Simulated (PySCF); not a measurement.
**C₂H₇FSi₂: electronic excitations at several levels of theory**

How much do the electronic excitations of C₂H₇FSi₂ (`F[SiH]1C[SiH2]C1`) depend on the level of theory, and what does each level cost?

Computed with PySCF 2.14.0, with density-fitted response routines of our own, on a single molecule in the gas phase. Atoms count from 0, in the outputs and in this text.

## (1) The starting structure

12 atoms, charge 0, multiplicity 1; geometry from: GFN2-xTB. The atoms were then displaced at random by about 0.01 Å, so the start is not that level's minimum.

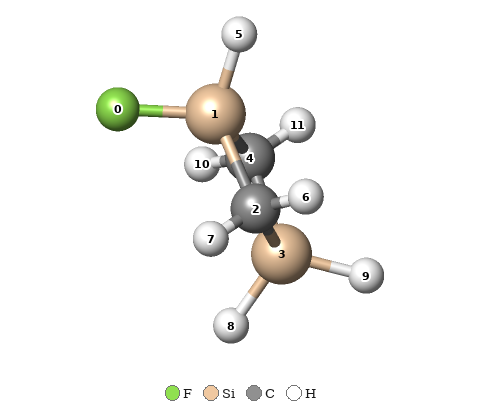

As it starts; fluorine green, silicon light orange, carbon grey, hydrogen white, atoms numbered.

## (2) Relaxing the molecule at PBE0-D3(BJ)/def2-SVP

What the job is given:

```
{"job": {"xc": "PBE0", "basis": "def2-SVP", "d3": "d3bj", "grid": 1, "shake": 0.01, "kind": "geom"}, "charge": 0, "multiplicity": 1}
F      1.598310    -0.713820     1.858510
Si     1.176240    -0.599160     0.283910
C     -0.631780    -1.188030     0.003220
Si    -1.183250     0.615230    -0.305210
C      0.615840     1.165940    -0.173160
H      2.297920    -1.228120    -0.384730
H     -0.732500    -1.852750    -0.837220
H     -1.045320    -1.678050     0.862210
H     -2.088420     1.148850     0.767950
H     -1.819670     0.827410    -1.609990
H      0.810570     1.917740     0.608620
H      1.041750     1.556500    -1.083150
```

Launch:

```sh
> OMP_NUM_THREADS=1 python probes_run.py task.json out
```

The driver reads the jobs from task.json and runs them one after another.

The log of the run:

```text
step   0  E = -758.56623761  max force = 0.030867
step   1  E = -758.56877631  max force = 0.018172
step   2  E = -758.57146184  max force = 0.007251
step   3  E = -758.57185401  max force = 0.000996
step   4  E = -758.57188195  max force = 0.000435
step   5  E = -758.57189632  max force = 0.000446
optimisation converged
```

It took 30 s on 1 thread of Arm Neoverse V1, shared host; peak memory 0.48 GiB.

Along the way:

| step | energy from step 0 (eV) | largest force component (eV/Å) |
| --- | --- | --- |
| 0 | 0.0000 | 1.5872 |
| 1 | -0.0691 | 0.9344 |
| 2 | -0.1422 | 0.3729 |
| 3 | -0.1528 | 0.0512 |
| 4 | -0.1536 | 0.0224 |
| 5 | -0.1540 | 0.0229 |

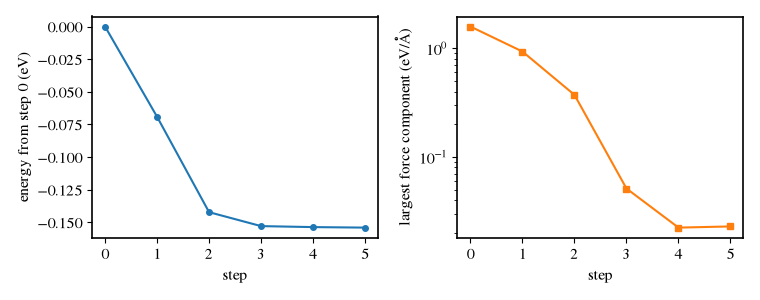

Energy and force, step by step.

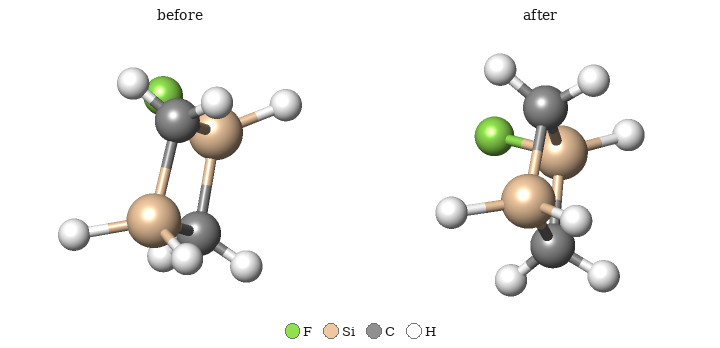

The geometry before (left) and after (right).

Close pairs (by a distance rule), those that changed most:

| bond | before (Å) | after (Å) | change (Å) |
| --- | --- | --- | --- |
| Si1–H5 | 1.449 | 1.492 | +0.042 |
| Si1–C2 | 1.922 | 1.885 | -0.037 |
| C2–H7 | 1.072 | 1.101 | +0.029 |
| Si3–H9 | 1.467 | 1.495 | +0.028 |
| C2–H6 | 1.076 | 1.102 | +0.026 |
| C4–H11 | 1.078 | 1.102 | +0.024 |
| Si3–C4 | 1.886 | 1.909 | +0.023 |
| Si1–C4 | 1.907 | 1.885 | -0.022 |

The next job starts from the end point, and lists it.

| at the end point | value |
| --- | --- |
| point group (found at 0.08 Å tolerance) | Cs |
| rotational constants (GHz, main isotopes) | 5.684, 2.276, 1.980 |
| dipole moment (D) | 1.53 |

## (3) Excited states and response: PBE0/def2-TZVP

What the job is given:

```
{"job": {"kind": "uv", "xc": "PBE0", "basis": "def2-TZVP"}, "charge": 0, "multiplicity": 1}
F      1.332585     0.140927     2.141309
Si     1.175111    -0.123254     0.539621
C     -0.218661    -1.338836     0.172580
Si    -1.212289     0.133504    -0.528383
C      0.277537     1.305420    -0.301241
H      2.531843    -0.469374     0.024993
H      0.046005    -2.104792    -0.574272
H     -0.655892    -1.846933     1.045469
H     -2.380009     0.504097     0.326836
H     -1.665284    -0.037426    -1.942594
H      0.100874     2.190045     0.329459
H      0.742840     1.641362    -1.241594
```

Method: TDDFT PBE0/def2-TZVP, vertical, gas phase, core orbitals frozen in the response.

The log of the run:

```text
coarse grid: 10848 points
cycle   1  E = -758.8943371741  dE =  2.952e-01  |g| = 6.878e-01  |ddm| = 2.606e+00
cycle   2  E = -758.8137623379  dE =  8.057e-02  |g| = 9.774e-01  |ddm| = 1.056e+00
cycle   3  E = -758.9842319757  dE = -1.705e-01  |g| = 8.698e-02  |ddm| = 6.669e-01
cycle   4  E = -758.9852434100  dE = -1.011e-03  |g| = 3.779e-02  |ddm| = 7.061e-02
cycle   5  E = -758.9855484505  dE = -3.050e-04  |g| = 6.167e-03  |ddm| = 2.794e-02
cycle   6  E = -758.9855572397  dE = -8.789e-06  |g| = 1.181e-03  |ddm| = 6.230e-03
final grid: 95480 points
cycle   7  E = -758.9827539933  dE = -3.123e-05  |g| = 6.256e-03  |ddm| = 2.686e-02
cycle   8  E = -758.9827477451  dE =  6.248e-06  |g| = 7.912e-03  |ddm| = 1.049e-02
cycle   9  E = -758.9827635610  dE = -1.582e-05  |g| = 2.667e-04  |ddm| = 5.798e-03
cycle  10  E = -758.9827635713  dE = -1.034e-08  |g| = 2.140e-04  |ddm| = 3.310e-04
cycle  11  E = -758.9827635784  dE = -7.027e-09  |g| = 4.079e-05  |ddm| = 1.220e-04
cycle  12  E = -758.9827635787  dE = -3.042e-10  |g| = 7.879e-06  |ddm| = 3.109e-05
converged SCF energy = -758.9827635787

Static polarisability (au): isotropic 70.957, principal 61.579 68.169 83.124

Singlet excitations
state   eV       nm        f      main configurations
  1   6.4806    191.3   0.00214   H->L 0.99
  2   6.6689    185.9   0.00395   H->L+1 0.98
  3   6.9206    179.2   0.00056   H-1->L 0.99
  4   7.4979    165.4   0.00059   H-2->L 0.98
  5   7.5068    165.2   0.00159   H->L+2 0.96
  6   7.6483    162.1   0.15211   H-1->L+1 0.89
  7   7.8498    157.9   0.01316   H-2->L+1 0.95
  8   8.0757    153.5   0.00160   H-1->L+2 0.96
  9   8.1361    152.4   0.09527   H->L+3 0.84
 10   8.1905    151.4   0.00011   H-3->L+1 0.95

Triplet excitations (Tamm-Dancoff, eV): 6.1393 6.3761 6.6705 6.7964
```

Wall time 29 s (1 thread of Arm Neoverse V1, shared host); peak memory 0.84 GiB.

Frontier orbitals and where they lie:

| orbital | eV | atoms |
| --- | --- | --- |
| HOMO−3 | -9.46 | Si3 40 %, H8 23 %, H9 23 % |
| HOMO−2 | -8.97 | C4 29 %, C2 29 %, Si3 16 % |
| HOMO−1 | -8.56 | C2 30 %, C4 29 %, Si1 18 % |
| HOMO | -7.95 | C4 19 %, C2 19 %, Si1 19 % |
| LUMO | 0.00 | Si1 42 %, Si3 17 %, C4 9 % |
| LUMO+1 | 0.12 | Si3 54 %, Si1 26 %, C2 5 % |
| LUMO+2 | 0.80 | Si3 47 %, Si1 11 %, H6 8 % |

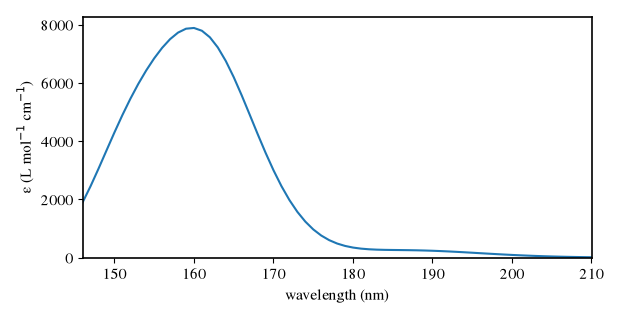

Absorption spectrum: each of the 10 states is a Gaussian band of 0.4 eV half-width at 1/e. Beyond the last state computed it falls off for lack of states.

Ground-state properties from the same run:

| property | computed |
| --- | --- |
| dipole moment (D) | 1.56 |
| polarisability (Å³) | 10.51 |
| HOMO–LUMO gap (eV) | 7.96 |
| −ε(HOMO) (eV) | 7.95 |

## (4) TDDFT and polarisability: PBE0/aug-cc-pVDZ

The job, as its differences from that of step 3:

```diff
@@ -1,2 +1,2 @@
-{"job": {"kind": "uv", "xc": "PBE0", "basis": "def2-TZVP"}, "charge": 0, "multiplicity": 1}
+{"job": {"kind": "uv", "xc": "PBE0", "basis": "aug-cc-pVDZ"}, "charge": 0, "multiplicity": 1}
 F      1.332585     0.140927     2.141309
```

With the program's defaults for keys left out, this is: TDDFT PBE0/aug-cc-pVDZ, vertical, gas phase, core orbitals frozen in the response.

The log of the run:

```text
coarse grid: 10848 points
cycle   1  E = -758.7968789518  dE =  3.504e-01  |g| = 6.315e-01  |ddm| = 7.424e+00
cycle   2  E = -758.7258550074  dE =  7.102e-02  |g| = 8.835e-01  |ddm| = 2.395e+00
cycle   3  E = -758.8803566280  dE = -1.545e-01  |g| = 7.915e-02  |ddm| = 1.268e+00
cycle   4  E = -758.8813581210  dE = -1.001e-03  |g| = 3.079e-02  |ddm| = 1.766e-01
cycle   5  E = -758.8815832908  dE = -2.252e-04  |g| = 5.472e-03  |ddm| = 6.607e-02
cycle   6  E = -758.8815920935  dE = -8.803e-06  |g| = 1.119e-03  |ddm| = 1.590e-02
final grid: 95480 points
cycle   7  E = -758.8937735145  dE = -1.184e-05  |g| = 6.013e-03  |ddm| = 9.576e-02
cycle   8  E = -758.8937662633  dE =  7.251e-06  |g| = 7.924e-03  |ddm| = 2.675e-02
cycle   9  E = -758.8937835011  dE = -1.724e-05  |g| = 4.586e-04  |ddm| = 1.444e-02
cycle  10  E = -758.8937835339  dE = -3.278e-08  |g| = 1.717e-04  |ddm| = 8.274e-04
cycle  11  E = -758.8937835388  dE = -4.906e-09  |g| = 2.284e-05  |ddm| = 2.908e-04
cycle  12  E = -758.8937835389  dE = -1.578e-10  |g| = 4.415e-06  |ddm| = 8.362e-05
converged SCF energy = -758.8937835389

Static polarisability (au): isotropic 74.838, principal 64.933 72.330 87.251

Singlet excitations
state   eV       nm        f      main configurations
  1   6.4483    192.3   0.00201   H->L+2 0.64, H->L+1 0.32
  2   6.5000    190.7   0.00229   H->L 0.95
  3   6.8097    182.1   0.00602   H->L+1 0.65, H->L+2 0.31
  4   6.9484    178.4   0.00072   H-1->L+2 0.60, H-1->L+1 0.34
  5   7.3797    168.0   0.01638   H->L+3 0.52, H-1->L 0.40
  6   7.4313    166.8   0.00188   H-1->L+1 0.52, H-1->L+2 0.30
  7   7.4482    166.5   0.00142   H->L+4 0.78, H->L+3 0.15
  8   7.4686    166.0   0.00052   H-2->L+2 0.57, H-2->L+1 0.26
  9   7.4931    165.5   0.18048   H-1->L 0.50, H->L+3 0.27, H->L+4 0.14
 10   7.6280    162.5   0.01707   H-2->L 0.92

Triplet excitations (Tamm-Dancoff, eV): 6.1258 6.2623 6.6188 6.7037
```

It took 26 s on 1 thread of Arm Neoverse V1, shared host; peak memory 0.79 GiB.

Key values: HOMO -7.94 eV, LUMO -0.20 eV; lowest singlet 6.45 eV.

## (5) TDDFT and polarisability: PBE0/def2-TZVPD

The job, as its differences from that of step 4:

```diff
@@ -1,2 +1,2 @@
-{"job": {"kind": "uv", "xc": "PBE0", "basis": "aug-cc-pVDZ"}, "charge": 0, "multiplicity": 1}
+{"job": {"kind": "uv", "xc": "PBE0", "basis": "def2-TZVPD"}, "charge": 0, "multiplicity": 1}
 F      1.332585     0.140927     2.141309
```

Level: TDDFT PBE0/def2-TZVPD, vertical, gas phase, core orbitals frozen in the response.

The log of the run:

```text
coarse grid: 10848 points
cycle   1  E = -758.8953694524  dE =  2.964e-01  |g| = 6.888e-01  |ddm| = 2.895e+00
cycle   2  E = -758.8113775061  dE =  8.399e-02  |g| = 9.879e-01  |ddm| = 1.093e+00
cycle   3  E = -758.9853426568  dE = -1.740e-01  |g| = 9.114e-02  |ddm| = 5.744e-01
cycle   4  E = -758.9864793694  dE = -1.137e-03  |g| = 3.815e-02  |ddm| = 7.193e-02
cycle   5  E = -758.9867914676  dE = -3.121e-04  |g| = 6.486e-03  |ddm| = 2.979e-02
cycle   6  E = -758.9868012186  dE = -9.751e-06  |g| = 1.233e-03  |ddm| = 6.944e-03
final grid: 95480 points
cycle   7  E = -758.9840031390  dE = -3.310e-05  |g| = 6.252e-03  |ddm| = 1.214e-01
cycle   8  E = -758.9839968228  dE =  6.316e-06  |g| = 7.927e-03  |ddm| = 1.125e-02
cycle   9  E = -758.9840127266  dE = -1.590e-05  |g| = 2.671e-04  |ddm| = 5.311e-03
cycle  10  E = -758.9840127371  dE = -1.048e-08  |g| = 2.151e-04  |ddm| = 4.598e-04
cycle  11  E = -758.9840127442  dE = -7.097e-09  |g| = 4.355e-05  |ddm| = 1.509e-04
cycle  12  E = -758.9840127445  dE = -3.456e-10  |g| = 8.178e-06  |ddm| = 5.140e-05
converged SCF energy = -758.9840127445

Static polarisability (au): isotropic 74.443, principal 64.502 72.166 86.661

Singlet excitations
state   eV       nm        f      main configurations
  1   6.4077    193.5   0.00193   H->L+1 0.58, H->L 0.40
  2   6.5207    190.1   0.00256   H->L 0.57, H->L+1 0.40
  3   6.8638    180.6   0.00062   H-1->L+1 0.59, H-1->L 0.38
  4   6.9993    177.1   0.00343   H->L+2 0.97
  5   7.4263    167.0   0.00043   H-2->L+1 0.58, H-2->L 0.39
  6   7.4406    166.6   0.10324   H-1->L 0.51, H-1->L+1 0.33, H->L+3 0.12
  7   7.5762    163.6   0.00039   H-1->L+2 0.95
  8   7.6463    162.1   0.06116   H->L+3 0.56, H-2->L 0.21, H-2->L+1 0.14
  9   7.6791    161.5   0.08759   H-2->L 0.38, H->L+3 0.26, H-2->L+1 0.25
 10   7.8357    158.2   0.00738   H->L+4 0.94

Triplet excitations (Tamm-Dancoff, eV): 6.0824 6.2559 6.6240 6.6999
```

It took 42 s on 1 thread of Arm Neoverse V1, shared host; peak memory 0.98 GiB.

Key values: HOMO -7.97 eV, LUMO -0.12 eV; lowest singlet 6.41 eV.

## (6) Excited states and response: PBE0/6-31+G*

The job, as its differences from that of step 5:

```diff
@@ -1,2 +1,2 @@
-{"job": {"kind": "uv", "xc": "PBE0", "basis": "def2-TZVPD"}, "charge": 0, "multiplicity": 1}
+{"job": {"kind": "uv", "xc": "PBE0", "basis": "6-31+G*"}, "charge": 0, "multiplicity": 1}
 F      1.332585     0.140927     2.141309
```

With the program's defaults for keys left out, this is: TDDFT PBE0/6-31+G*, vertical, gas phase, core orbitals frozen in the response.

The log of the run:

```text
coarse grid: 10848 points
cycle   1  E = -758.8126109220  dE =  3.185e-01  |g| = 6.245e-01  |ddm| = 3.076e+00
cycle   2  E = -758.7468263804  dE =  6.578e-02  |g| = 8.626e-01  |ddm| = 1.371e+00
cycle   3  E = -758.8952916339  dE = -1.485e-01  |g| = 7.748e-02  |ddm| = 7.782e-01
cycle   4  E = -758.8962364436  dE = -9.448e-04  |g| = 3.059e-02  |ddm| = 8.233e-02
cycle   5  E = -758.8964593775  dE = -2.229e-04  |g| = 4.550e-03  |ddm| = 4.278e-02
cycle   6  E = -758.8964655533  dE = -6.176e-06  |g| = 9.127e-04  |ddm| = 8.819e-03
final grid: 95480 points
cycle   7  E = -758.8525217134  dE = -1.188e-05  |g| = 5.990e-03  |ddm| = 2.614e-02
cycle   8  E = -758.8525148623  dE =  6.851e-06  |g| = 7.891e-03  |ddm| = 1.601e-02
cycle   9  E = -758.8525316283  dE = -1.677e-05  |g| = 4.940e-04  |ddm| = 9.431e-03
cycle  10  E = -758.8525316661  dE = -3.779e-08  |g| = 1.441e-04  |ddm| = 4.169e-04
cycle  11  E = -758.8525316696  dE = -3.476e-09  |g| = 2.325e-05  |ddm| = 1.705e-04
cycle  12  E = -758.8525316698  dE = -1.646e-10  |g| = 5.359e-06  |ddm| = 4.420e-05
converged SCF energy = -758.8525316698

Static polarisability (au): isotropic 67.914, principal 59.497 64.272 79.973

Singlet excitations
state   eV       nm        f      main configurations
  1   6.5752    188.6   0.00141   H->L+1 0.85, H->L 0.13
  2   6.5833    188.3   0.00316   H->L 0.84, H->L+1 0.13
  3   6.9280    179.0   0.00517   H->L+2 0.98
  4   7.0215    176.6   0.00088   H-1->L+1 0.96
  5   7.4728    165.9   0.12544   H-1->L 0.84, H->L+3 0.11
  6   7.4943    165.4   0.00115   H-1->L+2 0.96
  7   7.6302    162.5   0.00028   H-2->L+1 0.95
  8   7.6832    161.4   0.08171   H->L+3 0.82, H-1->L 0.08
  9   7.6958    161.1   0.02914   H->L+4 0.86, H-2->L 0.11
 10   7.7320    160.4   0.05919   H-2->L 0.81, H->L+4 0.10

Triplet excitations (Tamm-Dancoff, eV): 6.2581 6.3668 6.7122 6.7728
```

Wall time 12 s (1 thread of Arm Neoverse V1, shared host); peak memory 0.62 GiB.

In short: HOMO -7.97 eV, LUMO -0.12 eV; lowest singlet 6.58 eV.

## (7) Comparing the runs: electronic excitations

Excitations and ground-state properties, with basis size and wall time:

| run | lowest singlet (eV) | brightest (eV) | f | gap (eV) | α (Å³) | μ (D) | functions | time |
| --- | --- | --- | --- | --- | --- | --- | --- | --- |
| PBE0/def2-TZVP | 6.48 | 7.65 | 0.152 | 7.96 | 10.51 | 1.56 | 209 | 29 s |
| PBE0/aug-cc-pVDZ | 6.45 | 7.49 | 0.180 | 7.74 | 11.09 | 1.63 | 186 | 26 s |
| PBE0/def2-TZVPD | 6.41 | 7.44 | 0.103 | 7.85 | 11.03 | 1.58 | 263 | 42 s |
| PBE0/6-31+G* | 6.58 | 7.47 | 0.125 | 7.85 | 10.06 | 1.71 | 112 | 12 s |

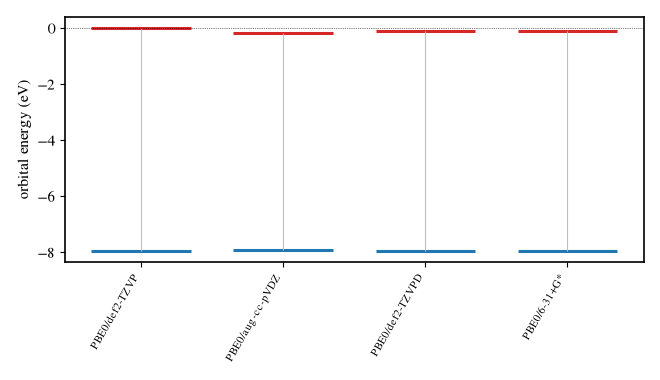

HOMO (blue) and LUMO (red) run by run.

## (8) What came out

| quantity | value |
| --- | --- |
| point group | Cs |
| rotational constants (main isotopes) | 5.68, 2.28, 1.98 GHz |
| lowest singlet (PBE0/def2-TZVP) | 6.48 eV (191 nm), f = 0.002 |
| brightest single state of those computed | state 6, 7.65 eV, f = 0.152 |
| lowest triplet | 6.14 eV |
| range of the lowest singlet | 6.41 to 6.58 eV |

What this shows: Single values in the summary come from the first run of each kind that ended normally (PBE0/def2-TZVP), which need not be the best level. The optimisation took 5 steps and gained 0.154 eV; among the close pairs (by a distance rule), Si1–H5 changed most, from 1.449 to 1.492 Å. No frequency check was run at this level, so the end point may be a saddle. The first singlet state (HOMO→LUMO 0.99) lies at 6.48 eV and is weak; of the 10 states computed, the strongest absorption comes from state 6 at 7.65 eV. The lowest triplet lies 0.34 eV below the lowest singlet (triplets in Tamm-Dancoff, singlets in full TDDFT). The basis of PBE0/def2-TZVP has no diffuse functions, so Rydberg states are missing and the high states are unreliable. The lowest singlet runs from 6.41 eV (PBE0/def2-TZVPD) to 6.58 eV (PBE0/6-31+G*), while the orbital gap spans 7.74 to 7.96 eV. The lowest state need not be the same one in every run.
